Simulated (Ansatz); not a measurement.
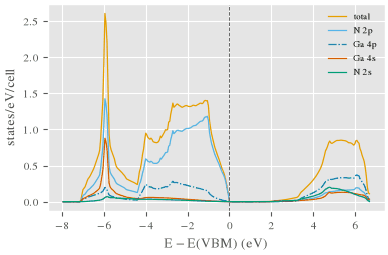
Figure: Total and projected density of states of GaN (zinc blende, F-43m), DFT-PBEsol in the program Ansatz with PAW potentials

Question: Which orbitals carry the states next to the gap?

Answer: Top 1 eV of the valence band: N 2p 87 %, Ga 4p 7 %. Bottom 1 eV of the conduction band: N 2s 38 %, Ga 4s 34 %, N 2p 18 %, Ga 4p 8 %. Projections are on Löwdin-orthogonalised atomic valence shells; empty p or d shells of many metals are not among them.

Question: Where is the tallest occupied peak in this window, and what makes it?

Answer: Near -5.9 eV, about 2.6 states/eV per cell; the largest projected share is N 2p.

Symmetry was held in the PBEsol relaxation. Scalar-relativistic: spin–orbit coupling is off unless named, which matters more the heavier the elements.

Potentials: the later of the program's two PAW sets.
